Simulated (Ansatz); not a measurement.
# CH3BSi: the cost of one run

Program: Ansatz 0.2.0, Gaussian basis. Level of theory: single points in def2-TZVPP. These are calculated values, not measurements.

Cores are frozen in the correlated methods.

## 1. Where the work starts

SMILES `B1=C[SiH2]1`, 6 atoms, charge 0, spin multiplicity 1.

Atoms are counted from 1 here; the program's logs count them from 0.

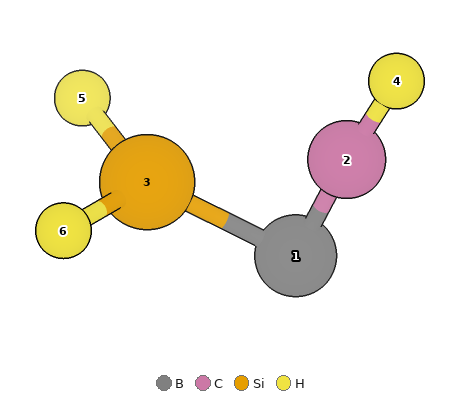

The starting geometry (boron grey, carbon pink, silicon amber, hydrogen yellow); atoms are numbered from 1 in the order of the file.

As a file:

```
B    -1.26052   -0.56656   -0.03611
C    -0.15927   -1.30507    0.02634
Si   -0.10161    0.81749   -0.01954
H     0.69999   -1.98782    0.03793
H     0.29099    1.44888   -1.29146
H     0.13412    1.66414    1.14385
```

## 2. PBE-D4/def2-TZVPP

Contents of run/in.yaml:

```yaml
crystal:
  periodic: [false, false, false]
  atoms:
    - {symbol: B, position_ang: [-1.260522, -0.566564, -0.036110]}
    - {symbol: C, position_ang: [-0.159268, -1.305071, 0.026342]}
    - {symbol: Si, position_ang: [-0.101611, 0.817492, -0.019537]}
    - {symbol: H, position_ang: [0.699988, -1.987820, 0.037932]}
    - {symbol: H, position_ang: [0.290988, 1.448878, -1.291462]}
    - {symbol: H, position_ang: [0.134120, 1.664142, 1.143845]}
basis:
  gaussian: {orbitals: def2-TZVPP}
hamiltonian: {xc: pbe, dispersion: d4}
output: {forces: true}
```

On the command line:

```console
$ ansatz run in.yaml --threads 2 --pin off --events-out ev --progress --plain --max-ram 3481MiB
```

**Question.** How long does this run take on 2 threads of Arm Neoverse V1, shared host, and how much memory does it need?

About 1.4 s, with a peak of 0.14 GiB.
